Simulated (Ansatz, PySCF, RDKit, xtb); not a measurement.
# Isomers of C3H4BN, a sample narrowed down, part 2 of 2

Which of a sample of isomers of C3H4BN is the most stable in the gas at 298.15 K, and what are its properties? The sample is small against all isomers, and the most stable one of this formula need not be in it.

xtb, Ansatz and PySCF; isolated molecules. Earlier steps stand in the parts before.

### Step 12. The ranking

Energies in kcal/mol from c857a; G adds the thermal terms to the CCSD(T)/def2-SVP + MP2/def2-TZVPP - MP2/def2-SVP energy. The columns left of the relaxed level are at the tight-binding geometries.

```
label     SMILES     spin  GFN2-xTB  HF/STO-3G  r2SCAN-D4/def2-SVP  B3LYP/def2-SVP  HF/def2-SVP  MP2/def2-SVP  CCSD(T)/def2-SVP + MP2/def2-TZVPP - MP2/def2-SVP    G  share at equilibrium     T1
c857a  BC(=C)C#N  singlet       0.0        0.0                 0.0             0.0          0.0           0.0                                               0.0  0.0                79.9 %  0.014
c899a  B/C=C/C#N  singlet      -0.3        1.1                -0.3            -0.2          1.9           0.6                                               1.0  0.9                17.7 %  0.013
c408a  B/C=C\C#N  singlet       0.6        2.0                 0.8             1.3          3.4           2.0                                               2.3  2.1                 2.4 %  0.013
```

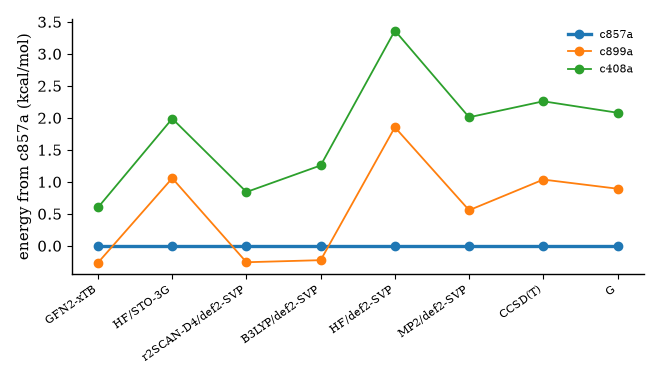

The finalists at each level, measured from c857a.

Lowest found: c857a, `BC(=C)C#N`, a singlet of point group Cs. Bond lengths: C1–C2 1.357 Å, C1–C3 1.442 Å, C1–B4 1.557 Å, C3–N5 1.161 Å, B4–H6 1.202 Å, B4–H7 1.205 Å, C2–H8 1.093 Å, C2–H9 1.095 Å. Angles: C2–C1–C3 119.4°, C2–C1–B4 120.2°, C3–C1–B4 120.3°, C1–C3–N5 178.3°, C1–C2–H8 120.0°, C1–C2–H9 122.7°, C1–B4–H6 121.4°, C1–B4–H7 118.0°, H8–C2–H9 117.4°, H6–B4–H7 120.7°.

```xyz
9

C    -2.0646   -0.9158   -0.9026
C    -2.5050   -2.1966   -0.9900
C    -2.8866    0.1526   -1.4131
B    -0.6827   -0.6045   -0.2565
N    -3.5251    1.0353   -1.8150
H    -0.2721    0.5220   -0.1698
H    -0.0312   -1.5300    0.1571
H    -1.8885   -3.0137   -0.6055
H    -3.4692   -2.4607   -1.4366
```

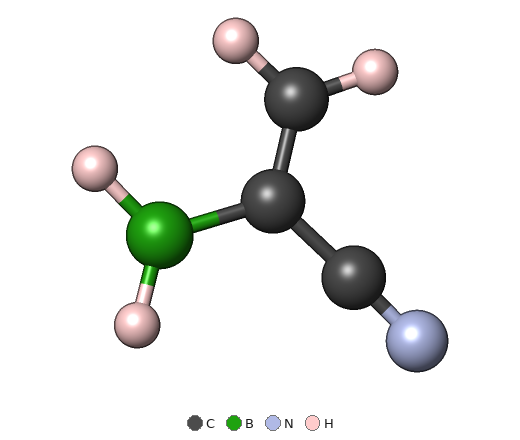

The lowest structure found, seen from a chosen angle (carbon dark grey, boron green, nitrogen light blue, hydrogen pink).

### Step 13. Density, orbitals and dipole (PBE0/def2-TZVPD)

Contents of input.yaml:

```yaml
crystal:
  periodic: [false, false, false]
  atoms:
    - symbol: C
      position_ang: [-2.064553, -0.915843, -0.902579]
    - symbol: C
      position_ang: [-2.504959, -2.196599, -0.989988]
    - symbol: C
      position_ang: [-2.886599, 0.152626, -1.413142]
    - symbol: B
      position_ang: [-0.682716, -0.604490, -0.256499]
    - symbol: N
      position_ang: [-3.525074, 1.035329, -1.814953]
    - symbol: H
      position_ang: [-0.272143, 0.521972, -0.169821]
    - symbol: H
      position_ang: [-0.031180, -1.530027, 0.157143]
    - symbol: H
      position_ang: [-1.888523, -3.013660, -0.605473]
    - symbol: H
      position_ang: [-3.469208, -2.460718, -1.436649]
basis:
  gaussian:
    orbitals: def2-TZVPD
output: {forces: true, orbitals: {seedname: orbitals}}
hamiltonian:
  xc: pbe0
```

On the command line:

```bash
$ ansatz run input.yaml --threads 2 --pin off --max-ram 5220MiB --events-out events.jsonl --progress --plain --runs-dir runs
```

Output (excerpt; [...] marks lines left out):

```text
Warning: RAYON_NUM_THREADS=2 ignored (pool sized by the plan → 2); use --threads N
Functional definition: PBE0
  name "PBE0"
[...]
1070 factors; their error is unknown
[...]
mean field -5335.77253836 eV, -196.0860240681 hartree, gradient 1.9e-5 eV, S^2 0.000000; 0 other end points of the search recorded, 0 dependent functions left out
[...]
reference -5335.77257543 eV, -196.0860254305 hartree; 17, 17 occupied and 204, 204 virtual orbitals, 1070 factors
Total energy: -5335.77257543 eV, -196.0860254305 hartree
Atom 0 at    -2.064553    -0.915843    -0.902579 Å, force    -0.154239    -0.302082    -0.045269 eV/Å
Atom 1 at    -2.504959    -2.196599    -0.989988 Å, force     0.064319     0.313883     0.000021 eV/Å
Atom 2 at    -2.886599     0.152626    -1.413142 Å, force    -0.397988     0.501206    -0.245840 eV/Å
Atom 3 at    -0.682716    -0.604490    -0.256499 Å, force     0.019719     0.009107     0.008611 eV/Å
Atom 4 at    -3.525074     1.035329    -1.814953 Å, force     0.603128    -0.831794     0.379429 eV/Å
Atom 5 at    -0.272143     0.521972    -0.169821 Å, force    -0.101349    -0.234804    -0.025549 eV/Å
Atom 6 at    -0.031180    -1.530027     0.157143 Å, force    -0.164159     0.169924    -0.097990 eV/Å
Atom 7 at    -1.888523    -3.013660    -0.605473 Å, force    -0.152955     0.276831    -0.102794 eV/Å
Atom 8 at    -3.469208    -2.460718    -1.436649 Å, force     0.283523     0.097729     0.129380 eV/Å
Dipole moment:     0.272578    -0.786936     0.212740 e Å
```

Wall time 3.3 s (2 threads of Intel Xeon 6975P-C (Granite Rapids), shared host).

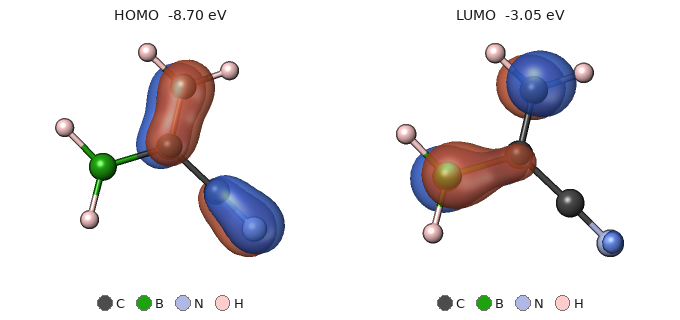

Frontier orbitals of this run, surfaces at ±0.2 Å^-3/2.

### Step 14. Frequencies after a tight-binding relaxation (GFN2-xTB)

Contents of start.xyz:

```xyz
9
c857a
C     -2.064553    -0.915843    -0.902579
C     -2.504959    -2.196599    -0.989988
C     -2.886599     0.152626    -1.413142
B     -0.682716    -0.604490    -0.256499
N     -3.525074     1.035329    -1.814953
H     -0.272143     0.521972    -0.169821
H     -0.031180    -1.530027     0.157143
H     -1.888523    -3.013660    -0.605473
H     -3.469208    -2.460718    -1.436649
```

On the command line:

```bash
$ xtb start.xyz --gfn 2 --ohess tight
```

Output (excerpt; [...] marks lines left out):

```text
* xtb version 6.7.1
[...]
          :  # basis functions                  24          :
[...]
          :  # electrons                        24          :
[...]
          :  Hamiltonian                  GFN2-xTB          :
[...]
          :  net charge                          0          :
          :  unpaired electrons                  0          :
[...]
   *** convergence criteria satisfied after 12 iterations ***
[...]
   *** GEOMETRY OPTIMIZATION CONVERGED AFTER 10 ITERATIONS ***
[...]
   *** convergence criteria satisfied after 3 iterations ***
[...]
         ::                     SUMMARY                     ::
         :::::::::::::::::::::::::::::::::::::::::::::::::::::
         :: total energy             -12.526939356683 Eh    ::
         :: gradient norm              0.000525741554 Eh/a0 ::
         :: HOMO-LUMO gap              2.746317273709 eV    ::
         ::.................................................::
         :: SCC energy               -12.775075497574 Eh    ::
         :: -> isotropic ES            0.026217696083 Eh    ::
         :: -> anisotropic ES          0.004286079091 Eh    ::
         :: -> anisotropic XC          0.020415043129 Eh    ::
         :: -> dispersion             -0.004624103804 Eh    ::
         :: repulsion energy           0.248136140891 Eh    ::
         :: add. restraining           0.000000000000 Eh    ::
         :: total charge              -0.000000000000 e     ::
         :::::::::::::::::::::::::::::::::::::::::::::::::::::
[...]
        12        2.0000           -0.4174683             -11.3599 (HOMO)
        13                         -0.3165431              -8.6136 (LUMO)
[...]
molecular dipole:
                 x           y           z       tot (Debye)
 q only:        0.455      -0.902       0.313
   full:        0.560      -1.316       0.405       3.778
molecular quadrupole (traceless):
[...]
          | TOTAL ENERGY              -12.526939356681 Eh   |
          | TOTAL ENTHALPY            -12.460265709620 Eh   |
          | TOTAL FREE ENERGY         -12.495852603351 Eh   |
          | GRADIENT NORM               0.000525773884 Eh/α |
[...]
```

It took 0.1 s on 2 threads of Intel Xeon 6975P-C (Granite Rapids), shared host.

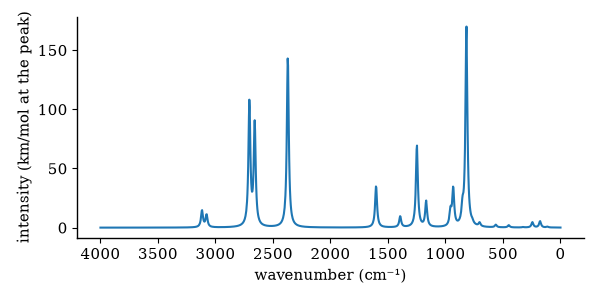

Harmonic infrared spectrum, unscaled, lines broadened by 10 cm⁻¹.

### Step 15. Electronic excitations (TD-PBE0/def2-SVPD)

An in-house driver calls PySCF's response routines at TD-PBE0/def2-SVPD; it has no typed input.

Output:

```text
coarse grid: 7888 points
cycle   1  E = -195.8108975405  dE =  3.881e-01  |g| = 3.741e-01  |ddm| = 4.285e+00
cycle   2  E = -195.6727095426  dE =  1.382e-01  |g| = 8.651e-01  |ddm| = 1.494e+00
cycle   3  E = -195.8492552511  dE = -1.765e-01  |g| = 5.536e-02  |ddm| = 1.012e+00
cycle   4  E = -195.8497700528  dE = -5.148e-04  |g| = 3.888e-02  |ddm| = 1.280e-01
cycle   5  E = -195.8501263770  dE = -3.563e-04  |g| = 1.359e-02  |ddm| = 5.794e-02
cycle   6  E = -195.8501726177  dE = -4.624e-05  |g| = 2.695e-03  |ddm| = 1.826e-02
cycle   7  E = -195.8501748464  dE = -2.229e-06  |g| = 5.980e-04  |ddm| = 4.988e-03
final grid: 77312 points
cycle   8  E = -195.8779451270  dE = -1.588e-05  |g| = 4.560e-03  |ddm| = 5.656e-02
cycle   9  E = -195.8779444442  dE =  6.828e-07  |g| = 4.923e-03  |ddm| = 1.428e-02
cycle  10  E = -195.8779508567  dE = -6.412e-06  |g| = 8.755e-04  |ddm| = 7.105e-03
cycle  11  E = -195.8779510748  dE = -2.181e-07  |g| = 2.289e-04  |ddm| = 1.425e-03
cycle  12  E = -195.8779510865  dE = -1.173e-08  |g| = 7.494e-05  |ddm| = 3.351e-04
cycle  13  E = -195.8779510872  dE = -6.460e-10  |g| = 5.384e-05  |ddm| = 1.358e-04
cycle  14  E = -195.8779510878  dE = -6.715e-10  |g| = 4.469e-06  |ddm| = 5.529e-05
converged SCF energy = -195.8779510878

Static polarisability (au): isotropic 55.549, principal 35.623 59.199 71.826

Singlet excitations
state   eV       nm        f      main configurations
  1   4.9704    249.4   0.00039   H-1->L 0.96
  2   5.1256    241.9   0.12746   H->L 0.94
  3   5.2502    236.2   0.00061   H-2->L 0.96
  4   5.9603    208.0   0.00000   H-3->L 0.75, H-4->L 0.12
  5   6.5544    189.2   0.00571   H-4->L 0.42, H-5->L 0.24, H-3->L 0.21
  6   6.8050    182.2   0.13937   H->L+1 0.61, H-5->L 0.18, H-4->L 0.10
  7   6.9705    177.9   0.00036   H-1->L+1 0.79, H-4->L 0.09
  8   7.1990    172.2   0.16911   H-5->L 0.42, H->L+1 0.26, H-4->L 0.24

Triplet excitations (Tamm-Dancoff, eV): 3.1344 4.6150 4.6795
```

Run time: 5.1 s. Hardware: 2 threads of Intel Xeon 6975P-C (Granite Rapids), shared host; peak memory 0.53 GiB.

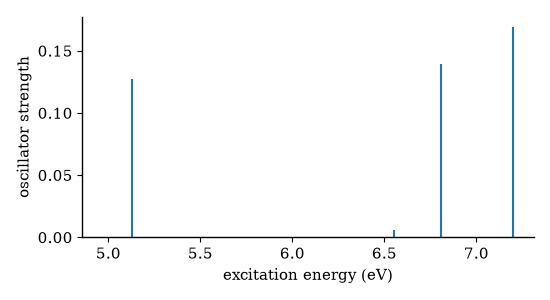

Vertical excitations as sticks.

The roots found:

```csv
excited state,energy (eV),strength
1,4.970,0.0004
2,5.126,0.1275
3,5.250,0.0006
4,5.960,0.0000
5,6.554,0.0057
6,6.805,0.1394
7,6.971,0.0004
8,7.199,0.1691
```

### Step 16. NMR shieldings (GIAO PBE0/pcSseg-1)

An in-house driver calls PySCF's response routines at GIAO PBE0/pcSseg-1; it has no typed input.

Output:

```text
coarse grid: 7888 points
cycle   1  E = -195.9250805706  dE =  4.239e-01  |g| = 3.852e-01  |ddm| = 2.707e+00
cycle   2  E = -195.7861204236  dE =  1.390e-01  |g| = 8.789e-01  |ddm| = 1.126e+00
cycle   3  E = -195.9647715529  dE = -1.787e-01  |g| = 6.098e-02  |ddm| = 7.465e-01
cycle   4  E = -195.9654517393  dE = -6.802e-04  |g| = 3.863e-02  |ddm| = 8.950e-02
cycle   5  E = -195.9657872289  dE = -3.355e-04  |g| = 1.450e-02  |ddm| = 3.836e-02
cycle   6  E = -195.9658382684  dE = -5.104e-05  |g| = 2.907e-03  |ddm| = 1.167e-02
cycle   7  E = -195.9658407622  dE = -2.494e-06  |g| = 7.011e-04  |ddm| = 3.189e-03
final grid: 77312 points
cycle   8  E = -195.9939545792  dE = -1.758e-05  |g| = 4.854e-03  |ddm| = 1.874e-02
cycle   9  E = -195.9939539534  dE =  6.258e-07  |g| = 5.159e-03  |ddm| = 8.357e-03
cycle  10  E = -195.9939607913  dE = -6.838e-06  |g| = 9.196e-04  |ddm| = 4.220e-03
cycle  11  E = -195.9939610302  dE = -2.389e-07  |g| = 2.344e-04  |ddm| = 9.826e-04
cycle  12  E = -195.9939610436  dE = -1.341e-08  |g| = 4.479e-05  |ddm| = 1.836e-04
cycle  13  E = -195.9939610438  dE = -2.576e-10  |g| = 3.059e-05  |ddm| = 4.918e-05
converged SCF energy = -195.9939610438

GIAO shielding tensors (ppm)
atom      isotropic    diamagn.    paramagn.     s11        s22        s33       span
  0 C       46.565     259.840    -213.275    -77.479     47.078    170.097    247.576
  1 C        7.366     247.720    -240.354   -118.699     -7.597    148.393    267.092
  2 C       59.474     257.180    -197.706    -64.792    -49.744    292.958    357.750
  3 B       24.468     196.187    -171.718    -35.068     -9.317    117.791    152.859
  4 N      -59.540     339.593    -399.133   -203.514   -197.683    222.577    426.092
  5 H       24.250      31.044      -6.794     19.179     26.450     27.122      7.943
  6 H       24.482      32.088      -7.606     19.258     27.089     27.098      7.840
  7 H       24.025      28.758      -4.733     20.313     24.529     27.233      6.920
  8 H       23.680      24.839      -1.159     19.060     24.108     27.872      8.812
```

Wall time 3.3 s (2 threads of Intel Xeon 6975P-C (Granite Rapids), shared host).

Isotropic shieldings (absolute, not shifts):

```
atoms  shielding (ppm)
   C1             46.6
   C2              7.4
   C3             59.5
   B4             24.5
   N5            -59.5
   H6            24.25
   H7            24.48
   H8            24.02
   H9            23.68
```

### Step 17. The cation at the same geometry (PBE0/def2-TZVPD)

Contents of input.yaml:

```yaml
crystal:
  periodic: [false, false, false]
  atoms:
    - {symbol: C, position_ang: [-2.064553, -0.915843, -0.902579]}
    - {symbol: C, position_ang: [-2.504959, -2.196599, -0.989988]}
    - {symbol: C, position_ang: [-2.886599, 0.152626, -1.413142]}
    - {symbol: B, position_ang: [-0.682716, -0.604490, -0.256499]}
    - {symbol: N, position_ang: [-3.525074, 1.035329, -1.814953]}
    - {symbol: H, position_ang: [-0.272143, 0.521972, -0.169821]}
    - {symbol: H, position_ang: [-0.031180, -1.530027, 0.157143]}
    - {symbol: H, position_ang: [-1.888523, -3.013660, -0.605473]}
    - {symbol: H, position_ang: [-3.469208, -2.460718, -1.436649]}
basis:
  gaussian:
    orbitals: def2-TZVPD
total_charge: 1
magnetization:
  spin_polarized: true
  initial_magnetization: 1
hamiltonian:
  xc: {name: PBE0}
```

On the command line:

```bash
$ ansatz run input.yaml --threads 2 --pin off --max-ram 5220MiB --events-out events.jsonl --progress --plain --runs-dir runs
```

Output:

```text
Warning: RAYON_NUM_THREADS=2 ignored (pool sized by the plan → 2); use --threads N
[... 2 set-up lines as earlier in the session ...]
  parameter a = 0.25
  parameter kappa = 0.804
  parameter beta = 0.06672455060314922
  exchange = (1 - a)*pbe_x(kappa = kappa, mu = beta*pi^2/3) + a*exact_x
  correlation = pbe_c(beta = beta)
1070 factors; their error is unknown
mean field evaluation 1: about -5312.4196 eV, gradient 4.7e1 eV
mean field evaluation 2: about -5258.9696 eV, gradient 9.2e1 eV
mean field evaluation 4: about -5322.5194 eV, gradient 1.2e1 eV
mean field evaluation 8: about -5324.9068 eV, gradient 2.7e0 eV
mean field evaluation 16: about -5324.9583 eV, gradient 1.6e-2 eV
mean field evaluation 32: about -5324.8204 eV, gradient 9.9e-1 eV
mean field -5324.95834024 eV, -195.6886096173 hartree, gradient 1.4e-5 eV, S^2 0.771287; 4 other end points of the search recorded, 0 dependent functions left out
reference -5324.95837352 eV, -195.6886108406 hartree; 17, 16 occupied and 204, 205 virtual orbitals, 1070 factors
Total energy: -5324.95837352 eV, -195.6886108406 hartree
```

Run time: 6.3 s. Hardware: 2 threads of Intel Xeon 6975P-C (Granite Rapids), shared host; peak memory 0.56 GiB.

Difference from the parent: 10.81 eV.

### Step 18. The anion at the same geometry (PBE0/def2-TZVPD)

input.yaml, as its differences from that of step 17:

```diff
@@ -1 +1,4 @@
+basis:
+  gaussian:
+    orbitals: def2-TZVPD
 crystal:
@@ -12,6 +15,3 @@
     - {symbol: H, position_ang: [-3.469208, -2.460718, -1.436649]}
-basis:
-  gaussian:
-    orbitals: def2-TZVPD
-total_charge: 1
+total_charge: -1
 magnetization:
@@ -21 +21,3 @@
   xc: {name: PBE0}
+scf:
+  lower_state_search: off
```

On the command line:

```bash
$ ansatz run input.yaml --threads 2 --pin off --max-ram 5220MiB --events-out events.jsonl --progress --plain --runs-dir runs
```

Output (excerpt; [...] marks lines left out):

```text
Warning: RAYON_NUM_THREADS=2 ignored (pool sized by the plan → 2); use --threads N
[... 2 set-up lines as earlier in the session ...]
[...]
1070 factors; their error is unknown
[...]
mean field -5337.01415501 eV, -196.1316526385 hartree, gradient 3.8e-6 eV, S^2 0.769864; 0 other end points of the search recorded, 0 dependent functions left out
reference -5337.01419505 eV, -196.1316541100 hartree; 18, 17 occupied and 203, 204 virtual orbitals, 1070 factors
Total energy: -5337.01419505 eV, -196.1316541100 hartree
Checks for a lower state left out: stability, starts, cluster_reference, orbital_swaps, neighbouring_geometries, increment
```

It took 2.9 s on 2 threads of Intel Xeon 6975P-C (Granite Rapids), shared host; peak memory 0.53 GiB.

Parent less the species with the added electron: 1.24 eV.

### Step 19. The triplet at the same geometry (PBE0/def2-TZVPD)

input.yaml, as its differences from that of step 18:

```diff
@@ -1,4 +1 @@
-basis:
-  gaussian:
-    orbitals: def2-TZVPD
 crystal:
@@ -15,9 +12,5 @@
     - {symbol: H, position_ang: [-3.469208, -2.460718, -1.436649]}
-total_charge: -1
-magnetization:
-  spin_polarized: true
-  initial_magnetization: 1
-hamiltonian:
-  xc: {name: PBE0}
-scf:
-  lower_state_search: off
+basis:
+  gaussian: {orbitals: def2-TZVPD}
+magnetization: {spin_polarized: true, initial_magnetization: 2}
+hamiltonian: {xc: {name: PBE0}}
```

On the command line:

```bash
$ ansatz run input.yaml --threads 2 --pin off --max-ram 5220MiB --events-out events.jsonl --progress --plain --runs-dir runs
```

Output (excerpt; [...] marks lines left out):

```text
Warning: RAYON_NUM_THREADS=2 ignored (pool sized by the plan → 2); use --threads N
[... 7 set-up lines as earlier in the session ...]
1070 factors; their error is unknown
mean field evaluation 1: about -5327.9275 eV, gradient 3.1e1 eV
mean field evaluation 2: about -5328.2408 eV, gradient 3.1e1 eV
mean field evaluation 4: about -5332.6039 eV, gradient 3.2e0 eV
mean field evaluation 8: about -5332.6535 eV, gradient 2.7e-1 eV
mean field evaluation 16: about -5332.6531 eV, gradient 5.1e-3 eV
mean field -5332.65313178 eV, -195.9713879909 hartree, gradient 4.9e-5 eV, S^2 2.020073; 0 other end points of the search recorded, 0 dependent functions left out
reference -5332.65317078 eV, -195.9713894241 hartree; 18, 16 occupied and 203, 205 virtual orbitals, 1070 factors
Total energy: -5332.65317078 eV, -195.9713894241 hartree
```

Wall time 4.2 s (2 threads of Intel Xeon 6975P-C (Granite Rapids), shared host); peak memory 0.55 GiB.

It lies 3.12 eV above the singlet.

### Step 20. Summary of results

The summary covers parts 1 to 2.

| quantity | value |
| --- | --- |
| lowest structure found | BC(=C)C#N, singlet, Cs |
| next finalist | B/C=C/C#N, singlet, 0.9 kcal/mol higher in G |
| share at equilibrium, among the finalists | 79.9 % |
| funnel | 3 starts, 3 minima at GFN2-xTB, 5 screening runs, 3 relaxed, 3 ranked |
| CPU time of all runs | 5.9 min |
| harmonic wavenumbers, lowest and highest (B3LYP/def2-SVP) | 189 and 3246 cm⁻¹ |
| rotational constants, same geometry | 0.3383, 0.138, 0.09799 cm⁻¹ |
| dipole moment (PBE0/def2-TZVPD) | 4.13 D |
| HOMO energy (PBE0/def2-TZVPD) | -8.70 eV |
| LUMO energy (PBE0/def2-TZVPD) | -3.05 eV |
| HOMO–LUMO gap (PBE0/def2-TZVPD) | 5.65 eV |
| lowest excitation (TD-PBE0/def2-SVPD) | 4.97 eV (f = 0.000) |
| strongest of the states computed, same level | 7.20 eV (f = 0.169) |
| lowest triplet excitation, same level, Tamm-Dancoff | 3.13 eV |
| vertical ionisation energy | 10.81 eV |
| vertical electron affinity | 1.24 eV |
| vertical triplet less singlet | +3.12 eV |

What this shows: `BC(=C)C#N` comes out lowest. Its margin of 0.9 kcal/mol is inside the likely error of CCSD(T)/def2-SVP + MP2/def2-TZVPP - MP2/def2-SVP with harmonic terms (about 1.5 kcal/mol), so the order of the first two is not settled. HF/STO-3G, HF/def2-SVP and MP2/def2-SVP already put its bonding pattern lowest among the structures in one piece; GFN2-xTB, r2SCAN-D4/def2-SVP and B3LYP/def2-SVP favour the singlet B/C=C/C#N. The largest share of the time went into the vibrations (64 %). The search is not exhaustive (a finite list of starts, one conformer a finalist), so a lower isomer can't be ruled out. Only 3 drawn patterns were tried, so whole families of isomers are missing, and the result ranks this sample alone.
